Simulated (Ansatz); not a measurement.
Run report: AlSiH₄ClO₂, molecular dynamics (part 2 of 2)

Continued. System: AlSiH₄ClO₂. Method: RKS LDA/STO-3G (Ansatz 0.2.0). It belongs to a series of runs on one base structure; here: dynamics from the start.

Geometry of the input (Å):
```
Al -0.0074  -0.0725  -0.1094
O  0.0050  -0.5348  1.5234
H  -0.8989  -1.0124  1.6494
Cl 1.6703  0.9196  -0.7935
O  -1.2246  -0.3399  -1.2401
Si -2.6343  -1.1236  -0.7092
H  -2.5554  -1.5695  0.6843
H  -3.7666  -0.2171  -0.8219
H  -2.8706  -2.2915  -1.5427
```

Output, continued
```
md step   106: t =    53.00 fs  T =   173.8 K (target 203.0 K)  F+E_penalty+E_count = -30662.34369709 eV  E_kin = 0.157302 eV  conserved = -30662.21080477 eV  (27 SCF iters)
md step   107: t =    53.50 fs  T =   160.4 K (target 198.6 K)  F+E_penalty+E_count = -30662.33122170 eV  E_kin = 0.145143 eV  conserved = -30662.21072172 eV  (27 SCF iters)
md step   108: t =    54.00 fs  T =   152.1 K (target 194.3 K)  F+E_penalty+E_count = -30662.32343164 eV  E_kin = 0.137608 eV  conserved = -30662.21068600 eV  (27 SCF iters)
md step   109: t =    54.50 fs  T =   149.5 K (target 190.0 K)  F+E_penalty+E_count = -30662.32087048 eV  E_kin = 0.135256 eV  conserved = -30662.21069019 eV  (27 SCF iters)
md step   110: t =    55.00 fs  T =   152.5 K (target 185.6 K)  F+E_penalty+E_count = -30662.32345110 eV  E_kin = 0.138017 eV  conserved = -30662.21072514 eV  (27 SCF iters)
md step   111: t =    55.50 fs  T =   160.6 K (target 181.3 K)  F+E_penalty+E_count = -30662.33058981 eV  E_kin = 0.145318 eV  conserved = -30662.21078638 eV  (27 SCF iters)
md step   112: t =    56.00 fs  T =   172.6 K (target 176.9 K)  F+E_penalty+E_count = -30662.34128095 eV  E_kin = 0.156160 eV  conserved = -30662.21087435 eV  (27 SCF iters)
md step   113: t =    56.50 fs  T =   186.9 K (target 172.6 K)  F+E_penalty+E_count = -30662.35410815 eV  E_kin = 0.169133 eV  conserved = -30662.21098684 eV  (27 SCF iters)
md step   114: t =    57.00 fs  T =   201.7 K (target 168.3 K)  F+E_penalty+E_count = -30662.36729228 eV  E_kin = 0.182470 eV  conserved = -30662.21111218 eV  (25 SCF iters)
md step   115: t =    57.50 fs  T =   214.7 K (target 163.9 K)  F+E_penalty+E_count = -30662.37889585 eV  E_kin = 0.194258 eV  conserved = -30662.21122381 eV  (26 SCF iters)
md step   116: t =    58.00 fs  T =   224.2 K (target 159.6 K)  F+E_penalty+E_count = -30662.38724164 eV  E_kin = 0.202849 eV  conserved = -30662.21128657 eV  (26 SCF iters)
md step   117: t =    58.50 fs  T =   229.2 K (target 155.3 K)  F+E_penalty+E_count = -30662.39145022 eV  E_kin = 0.207389 eV  conserved = -30662.21127016 eV  (26 SCF iters)
md step   118: t =    59.00 fs  T =   230.1 K (target 150.9 K)  F+E_penalty+E_count = -30662.39187998 eV  E_kin = 0.208234 eV  conserved = -30662.21116835 eV  (27 SCF iters)
md step   119: t =    59.50 fs  T =   228.8 K (target 146.6 K)  F+E_penalty+E_count = -30662.39020828 eV  E_kin = 0.207031 eV  conserved = -30662.21100719 eV  (27 SCF iters)
md step   120: t =    60.00 fs  T =   228.0 K (target 142.3 K)  F+E_penalty+E_count = -30662.38900775 eV  E_kin = 0.206296 eV  conserved = -30662.21084199 eV  (27 SCF iters)
md step   121: t =    60.50 fs  T =   230.5 K (target 137.9 K)  F+E_penalty+E_count = -30662.39087624 eV  E_kin = 0.208562 eV  conserved = -30662.21073940 eV  (21 SCF iters)
md step   122: t =    61.00 fs  T =   238.0 K (target 133.6 K)  F+E_penalty+E_count = -30662.39741634 eV  E_kin = 0.215388 eV  conserved = -30662.21074738 eV  (22 SCF iters)
md step   123: t =    61.50 fs  T =   250.5 K (target 129.2 K)  F+E_penalty+E_count = -30662.40850528 eV  E_kin = 0.226649 eV  conserved = -30662.21087188 eV  (22 SCF iters)
md step   124: t =    62.00 fs  T =   265.7 K (target 124.9 K)  F+E_penalty+E_count = -30662.42220874 eV  E_kin = 0.240455 eV  conserved = -30662.21107164 eV  (26 SCF iters)
md step   125: t =    62.50 fs  T =   280.5 K (target 120.6 K)  F+E_penalty+E_count = -30662.43541030 eV  E_kin = 0.253758 eV  conserved = -30662.21127611 eV  (27 SCF iters)
md step   126: t =    63.00 fs  T =   291.1 K (target 116.2 K)  F+E_penalty+E_count = -30662.44489192 eV  E_kin = 0.263403 eV  conserved = -30662.21141541 eV  (27 SCF iters)
md step   127: t =    63.50 fs  T =   295.3 K (target 111.9 K)  F+E_penalty+E_count = -30662.44841433 eV  E_kin = 0.267184 eV  conserved = -30662.21144678 eV  (26 SCF iters)
md step   128: t =    64.00 fs  T =   292.3 K (target 107.6 K)  F+E_penalty+E_count = -30662.44539017 eV  E_kin = 0.264507 eV  conserved = -30662.21136731 eV  (26 SCF iters)
md step   129: t =    64.50 fs  T =   283.4 K (target 103.2 K)  F+E_penalty+E_count = -30662.43695169 eV  E_kin = 0.256466 eV  conserved = -30662.21120975 eV  (26 SCF iters)
md step   130: t =    65.00 fs  T =   271.2 K (target 98.9 K)  F+E_penalty+E_count = -30662.42546613 eV  E_kin = 0.245372 eV  conserved = -30662.21102626 eV  (26 SCF iters)
md step   131: t =    65.50 fs  T =   258.6 K (target 94.6 K)  F+E_penalty+E_count = -30662.41374085 eV  E_kin = 0.233983 eV  conserved = -30662.21086709 eV  (26 SCF iters)
md step   132: t =    66.00 fs  T =   248.4 K (target 90.2 K)  F+E_penalty+E_count = -30662.40423695 eV  E_kin = 0.224730 eV  conserved = -30662.21076519 eV  (26 SCF iters)
md step   133: t =    66.50 fs  T =   242.3 K (target 85.9 K)  F+E_penalty+E_count = -30662.39854779 eV  E_kin = 0.219200 eV  conserved = -30662.21072988 eV  (26 SCF iters)
md step   134: t =    67.00 fs  T =   240.9 K (target 81.5 K)  F+E_penalty+E_count = -30662.39724722 eV  E_kin = 0.217981 eV  conserved = -30662.21074947 eV  (25 SCF iters)
md step   135: t =    67.50 fs  T =   244.0 K (target 77.2 K)  F+E_penalty+E_count = -30662.40004743 eV  E_kin = 0.220806 eV  conserved = -30662.21080429 eV  (26 SCF iters)
md step   136: t =    68.00 fs  T =   250.7 K (target 72.9 K)  F+E_penalty+E_count = -30662.40609331 eV  E_kin = 0.226833 eV  conserved = -30662.21087782 eV  (26 SCF iters)
md step   137: t =    68.50 fs  T =   259.6 K (target 68.5 K)  F+E_penalty+E_count = -30662.41422961 eV  E_kin = 0.234916 eV  conserved = -30662.21095865 eV  (26 SCF iters)
md step   138: t =    69.00 fs  T =   269.4 K (target 64.2 K)  F+E_penalty+E_count = -30662.42317471 eV  E_kin = 0.243770 eV  conserved = -30662.21104321 eV  (26 SCF iters)
md step   139: t =    69.50 fs  T =   278.6 K (target 59.9 K)  F+E_penalty+E_count = -30662.43160709 eV  E_kin = 0.252072 eV  conserved = -30662.21112573 eV  (26 SCF iters)
md step   140: t =    70.00 fs  T =   285.8 K (target 55.5 K)  F+E_penalty+E_count = -30662.43826326 eV  E_kin = 0.258560 eV  conserved = -30662.21119573 eV  (26 SCF iters)
md step   141: t =    70.50 fs  T =   289.8 K (target 51.2 K)  F+E_penalty+E_count = -30662.44211389 eV  E_kin = 0.262214 eV  conserved = -30662.21123533 eV  (26 SCF iters)
md step   142: t =    71.00 fs  T =   290.1 K (target 46.9 K)  F+E_penalty+E_count = -30662.44263976 eV  E_kin = 0.262528 eV  conserved = -30662.21122405 eV  (26 SCF iters)
md step   143: t =    71.50 fs  T =   287.1 K (target 42.5 K)  F+E_penalty+E_count = -30662.44012996 eV  E_kin = 0.259798 eV  conserved = -30662.21115048 eV  (26 SCF iters)
md step   144: t =    72.00 fs  T =   282.1 K (target 38.2 K)  F+E_penalty+E_count = -30662.43583739 eV  E_kin = 0.255265 eV  conserved = -30662.21102331 eV  (26 SCF iters)
md step   145: t =    72.50 fs  T =   277.3 K (target 33.8 K)  F+E_penalty+E_count = -30662.43181734 eV  E_kin = 0.250943 eV  conserved = -30662.21087680 eV  (26 SCF iters)
md step   146: t =    73.00 fs  T =   275.3 K (target 29.5 K)  F+E_penalty+E_count = -30662.43037103 eV  E_kin = 0.249067 eV  conserved = -30662.21076572 eV  (26 SCF iters)
md step   147: t =    73.50 fs  T =   277.7 K (target 25.2 K)  F+E_penalty+E_count = -30662.43320811 eV  E_kin = 0.251271 eV  conserved = -30662.21074221 eV  (26 SCF iters)
md step   148: t =    74.00 fs  T =   284.9 K (target 20.8 K)  F+E_penalty+E_count = -30662.44066025 eV  E_kin = 0.257825 eV  conserved = -30662.21083060 eV  (26 SCF iters)
md step   149: t =    74.50 fs  T =   295.4 K (target 16.5 K)  F+E_penalty+E_count = -30662.45133074 eV  E_kin = 0.267288 eV  conserved = -30662.21101073 eV  (26 SCF iters)
these checks for a lower state are left out or cut short: starts, cluster_reference, orbital_swaps, neighbouring_geometries, increment
540 factors; integrals over basis functions are off by at most 2.2e-5 eV
mean field -30662.46241142 eV, -1126.8247098561 hartree, gradient 1.6e-5 eV, S^2 0.000000; 0 other end points of the search recorded, 0 dependent functions left out
the calculation of the forces begins
reference -30662.46243131 eV, -1126.8247105872 hartree; 32, 32 occupied and 9, 9 virtual orbitals, 540 factors
540 factors; integrals over basis functions are off by at most 2.2e-5 eV
mean field -30662.46241142 eV, -1126.8247098561 hartree, gradient 1.6e-5 eV, S^2 0.000000; 1 other end points of the search recorded, 0 dependent functions left out
the calculation of the forces begins
reference -30662.46243131 eV, -1126.8247105872 hartree; 32, 32 occupied and 9, 9 virtual orbitals, 540 factors
md step   150: t =    75.00 fs  T =   305.9 K (target 12.2 K)  F+E_penalty+E_count = -30662.46241142 eV  E_kin = 0.276817 eV  conserved = -30662.21122511 eV  (24 SCF iters)
```

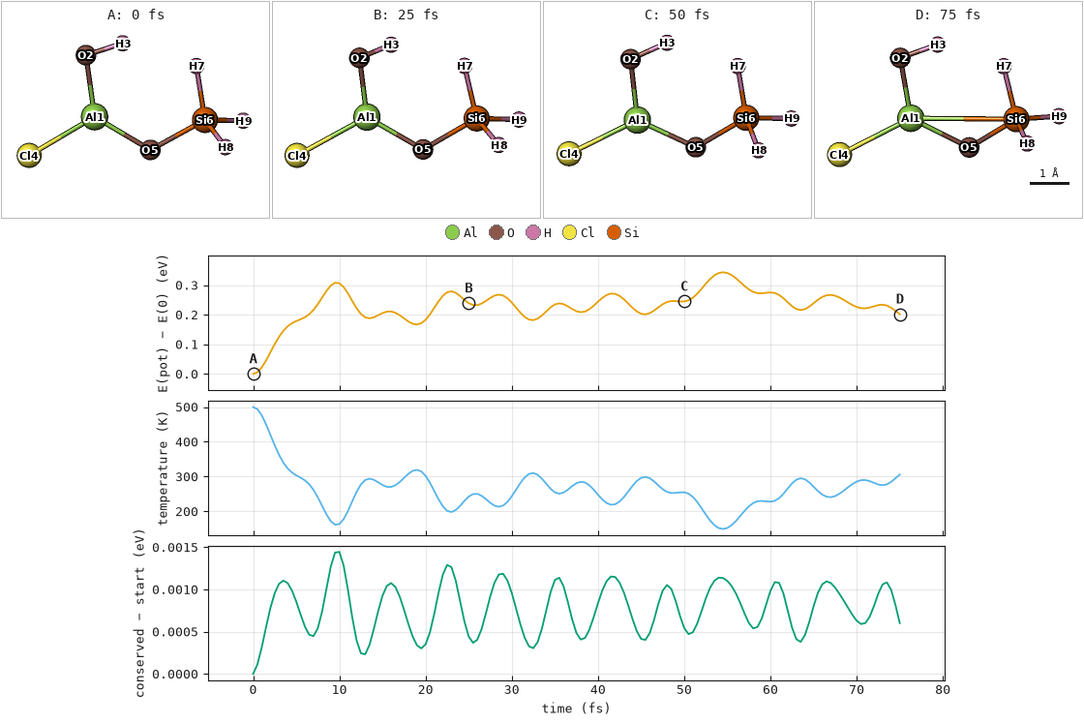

Fig. 1: Frames of the molecular dynamics (ball-and-stick, seen at a tilt) above the curves, on which the letters mark them. The trajectory kept here has 151 frames over 75 fs. The temperature starts at 500 K, ranges from 149 to 500 K and averages 249 K over the second half. The potential energy ends 0.202 eV above its first value. The conserved quantity stays within 0.0014 eV. After an unweighted best fit of the last frame on the first, the root-mean-square displacement is 0.20 Å, and O5 has moved furthest (0.36 Å).

```
Total energy: -30662.46243131 eV, -1126.8247105872 hartree
Atom 0 at    -0.018706    -0.147914    -0.212397 Å, force     0.756723     0.567634     0.056253 eV/Å
Atom 1 at    -0.016022    -0.523451     1.459337 Å, force     0.107709     0.100191    -0.704184 eV/Å
Atom 2 at    -0.812397    -1.169458     1.493691 Å, force    -0.303926    -0.194096     0.348664 eV/Å
Atom 3 at     1.686236     1.005104    -0.708878 Å, force    -0.836700    -0.536997    -0.017925 eV/Å
Atom 4 at    -1.191299    -0.605535    -1.373567 Å, force     0.684586     0.615655     0.337567 eV/Å
Atom 5 at    -2.654690    -1.025998    -0.619877 Å, force     0.187477     0.428424     0.422271 eV/Å
Atom 6 at    -2.435589    -1.476261     0.736804 Å, force     0.019616    -0.136510     0.496075 eV/Å
Atom 7 at    -3.640674     0.052456    -0.507170 Å, force     0.154859    -0.148967    -0.314496 eV/Å
Atom 8 at    -3.086151    -2.169807    -1.326451 Å, force    -0.770345    -0.695334    -0.624225 eV/Å
Dipole moment:    -0.810291    -0.461282     0.107600 e Å
```

Trajectory as extended XYZ (Å, eV, eV/Å), 11 of the 151 frames kept, from step=0 to step=150
```
9
Properties=species:S:1:pos:R:3:forces:R:3 step=0 time_fs=0.0 energy=-30662.66424 temperature=500.0
Al   -0.0074   -0.0725   -0.1094   -0.0020  -0.0023   0.0001
O     0.0050   -0.5348    1.5234   -0.0013  -0.0004   0.0016
H    -0.8989   -1.0124    1.6494    0.0011   0.0009  -0.0028
Cl    1.6703    0.9196   -0.7935   -0.0008   0.0007   0.0000
O    -1.2246   -0.3399   -1.2401   -0.0024  -0.0011   0.0011
Si   -2.6343   -1.1236   -0.7092    0.0095   0.0028  -0.0002
H    -2.5554   -1.5695    0.6843   -0.0005   0.0002  -0.0001
H    -3.7666   -0.2171   -0.8219   -0.0012   0.0004   0.0001
H    -2.8706   -2.2915   -1.5427   -0.0023  -0.0011   0.0003
9
Properties=species:S:1:pos:R:3:forces:R:3 step=15 time_fs=7.5 energy=-30662.42864 temperature=240.5
Al    0.0121   -0.0925   -0.1361   -0.4924  -0.2102   0.1106
O    -0.0019   -0.5455    1.5497   -0.7327   0.2693  -1.5565
H    -1.0084   -0.8296    1.5285    0.3253  -0.1888   0.6106
Cl    1.6891    0.9443   -0.7804   -0.1339  -0.1235  -0.0473
O    -1.2563   -0.3563   -1.2862    1.4460  -0.0163   0.9725
Si   -2.6500   -1.1334   -0.6899   -0.2414   1.4007   0.3044
H    -2.6638   -1.5507    0.7072    0.2617  -0.0657   0.1629
H    -3.6381   -0.0399   -0.7643   -0.1341  -0.7279  -0.1367
H    -2.9122   -2.3015   -1.4751   -0.2985  -0.3377  -0.4204
9
Properties=species:S:1:pos:R:3:forces:R:3 step=30 time_fs=15.0 energy=-30662.45870 temperature=275.8
Al    0.0223   -0.1164   -0.1599   -0.6093  -0.1318   0.5008
O    -0.0247   -0.5464    1.5291   -0.4907   0.3181  -1.0463
H    -1.0400   -0.7529    1.6707    0.5993  -0.0615  -0.1363
Cl    1.7055    0.9670   -0.7678   -0.4180  -0.3784   0.0545
O    -1.2463   -0.3741   -1.3022    0.5652  -0.3122   0.9387
Si   -2.6667   -1.1280   -0.6676    0.3487  -0.8168  -0.4790
H    -2.6464   -1.5461    0.7574    0.2007   0.1206  -0.4690
H    -3.6638   -0.1056   -0.7744   -0.6177   0.2406  -0.0378
H    -3.0567   -2.3274   -1.5024    0.4217   1.0214   0.6743
9
Properties=species:S:1:pos:R:3:forces:R:3 step=45 time_fs=22.5 energy=-30662.38838 temperature=201.7
Al    0.0220   -0.1420   -0.1743    0.0542   0.4889   0.3637
O    -0.0495   -0.5340    1.4720    0.5878   0.2198   0.2458
H    -0.9938   -0.7622    1.7947   -0.0413  -0.0871  -0.5655
Cl    1.7156    0.9838   -0.7542   -0.7576  -0.6696   0.1759
O    -1.2188   -0.4021   -1.2886   -0.9746  -0.4242   0.1505
Si   -2.6789   -1.1175   -0.6512    0.5999   2.2165  -0.3518
H    -2.5341   -1.5257    0.7178   -0.0422  -0.1983   0.5955
H    -3.8356   -0.2045   -0.7827    0.6653  -0.0247   0.2797
H    -3.0897   -2.1939   -1.4338   -0.0914  -1.5214  -0.8937
9
Properties=species:S:1:pos:R:3:forces:R:3 step=60 time_fs=30.0 energy=-30662.42325 temperature=243.7
Al    0.0228   -0.1579   -0.1840    0.7046   1.0582  -1.0498
O    -0.0554   -0.5140    1.4227    0.5165  -0.0731   1.5915
H    -0.9907   -0.8342    1.6621   -0.2545  -0.2410  -0.1758
Cl    1.7144    0.9908   -0.7381   -0.8264  -0.7110   0.1215
O    -1.2194   -0.4429   -1.2688   -0.8600   0.0470  -0.3524
Si   -2.6801   -1.0911   -0.6448    0.7162  -1.7508  -0.2476
H    -2.4538   -1.5377    0.7666   -0.3304   0.2302  -0.5874
H    -3.8355   -0.2202   -0.6828    0.0536   0.3796  -0.0318
H    -3.0161   -2.3183   -1.4676    0.2804   1.0609   0.7317
9
Properties=species:S:1:pos:R:3:forces:R:3 step=75 time_fs=37.5 energy=-30662.45244 temperature=281.2
Al    0.0356   -0.1543   -0.2121    0.2480   0.7298  -0.7181
O    -0.0540   -0.4997    1.4222   -0.0053  -0.2259   0.5582
H    -0.9676   -0.9702    1.4174   -0.2094  -0.2437   0.5215
Cl    1.7013    0.9876   -0.7204   -0.3085  -0.2881  -0.1850
O    -1.2434   -0.4815   -1.2596    1.0039   0.7411  -0.4506
Si   -2.6693   -1.0786   -0.6412    0.0143  -0.0966   0.4173
H    -2.5053   -1.5018    0.7283   -0.0009  -0.1732   0.6522
H    -3.7447   -0.1028   -0.6025   -0.0995  -0.0008  -0.3431
H    -2.9011   -2.2806   -1.3761   -0.6426  -0.4426  -0.4525
9
Properties=species:S:1:pos:R:3:forces:R:3 step=90 time_fs=45.0 energy=-30662.46103 temperature=296.5
Al    0.0522   -0.1374   -0.2515   -0.8632  -0.4410   1.6474
O    -0.0615   -0.4974    1.4405   -0.0334  -0.1539  -1.2028
H    -0.8772   -1.1375    1.3916    0.0506   0.1263   0.4153
Cl    1.6838    0.9803   -0.7053    0.6175   0.4239  -0.5260
O    -1.2393   -0.4988   -1.2657    1.1629   0.4109  -0.5345
Si   -2.6597   -1.0760   -0.6280   -1.1047  -0.1651   0.8209
H    -2.5821   -1.4883    0.8041    0.0577   0.1237  -0.5368
H    -3.6673    0.0093   -0.6801    0.2610  -0.5680  -0.1130
H    -3.0362   -2.2685   -1.3851   -0.1482   0.2433   0.0294
9
Properties=species:S:1:pos:R:3:forces:R:3 step=105 time_fs=52.5 energy=-30662.35958 temperature=191.0
Al    0.0530   -0.1284   -0.2610   -1.1529  -1.0949   2.3688
O    -0.0691   -0.4993    1.4250    0.2489  -0.0801  -0.6179
H    -0.7667   -1.2556    1.5581    0.2096   0.4941  -0.4153
Cl    1.6749    0.9789   -0.6977    0.9553   0.6976  -0.5490
O    -1.2015   -0.5042   -1.2898   -0.5237  -0.4961  -0.4628
Si   -2.6632   -1.0778   -0.6060   -0.0014  -0.5112  -1.3778
H    -2.6280   -1.4614    0.7891    0.0852  -0.1051   0.2981
H    -3.5877   -0.0148   -0.8066   -0.5934   0.7047   0.2674
H    -3.2735   -2.1788   -1.4073    0.7723   0.3910   0.4885
9
Properties=species:S:1:pos:R:3:forces:R:3 step=120 time_fs=60.0 energy=-30662.38901 temperature=228.0
Al    0.0326   -0.1384   -0.2280   -0.3813  -0.1418  -0.2045
O    -0.0609   -0.4959    1.3890    0.2114  -0.4336   1.3519
H    -0.6943   -1.2815    1.5827    0.0302   0.3740  -0.3405
Cl    1.6791    0.9871   -0.6981    0.2248   0.2077  -0.2894
O    -1.1771   -0.5243   -1.3283   -1.0033  -0.6701   0.1396
Si   -2.6700   -1.0739   -0.5996    0.5598   2.4918  -0.2257
H    -2.6285   -1.4588    0.8129    0.1047   0.0026  -0.1181
H    -3.6100    0.0714   -0.7792    0.4786  -0.6129   0.4053
H    -3.2515   -2.1081   -1.3479   -0.2249  -1.2176  -0.7187
9
Properties=species:S:1:pos:R:3:forces:R:3 step=135 time_fs=67.5 energy=-30662.40005 temperature=244.0
Al    0.0042   -0.1511   -0.1988    0.3003   0.9270  -2.6520
O    -0.0387   -0.4984    1.3931    0.0055  -0.7809   2.2318
H    -0.7230   -1.2558    1.4855   -0.1349   0.1104   0.2313
Cl    1.6867    0.9985   -0.7030   -0.5819  -0.3496  -0.0461
O    -1.1823   -0.5646   -1.3622   -0.1048  -0.0076   0.7635
Si   -2.6681   -1.0466   -0.6066    0.6576  -1.4851  -0.5802
H    -2.5662   -1.4658    0.8082    0.1472   0.0401  -0.3459
H    -3.5774    0.0626   -0.5894   -0.4782   0.3068  -0.2337
H    -3.1460   -2.2607   -1.3781    0.1892   1.2389   0.6313
9
Properties=species:S:1:pos:R:3:forces:R:3 step=150 time_fs=75.0 energy=-30662.46241 temperature=305.9
Al   -0.0187   -0.1479   -0.2124    0.7567   0.5676   0.0563
O    -0.0160   -0.5235    1.4593    0.1077   0.1002  -0.7042
H    -0.8124   -1.1695    1.4937   -0.3039  -0.1941   0.3487
Cl    1.6862    1.0051   -0.7089   -0.8367  -0.5370  -0.0179
O    -1.1913   -0.6055   -1.3736    0.6846   0.6157   0.3376
Si   -2.6547   -1.0260   -0.6199    0.1875   0.4284   0.4223
H    -2.4356   -1.4763    0.7368    0.0196  -0.1365   0.4961
H    -3.6407    0.0525   -0.5072    0.1549  -0.1490  -0.3145
H    -3.0862   -2.1698   -1.3265   -0.7703  -0.6953  -0.6242
```
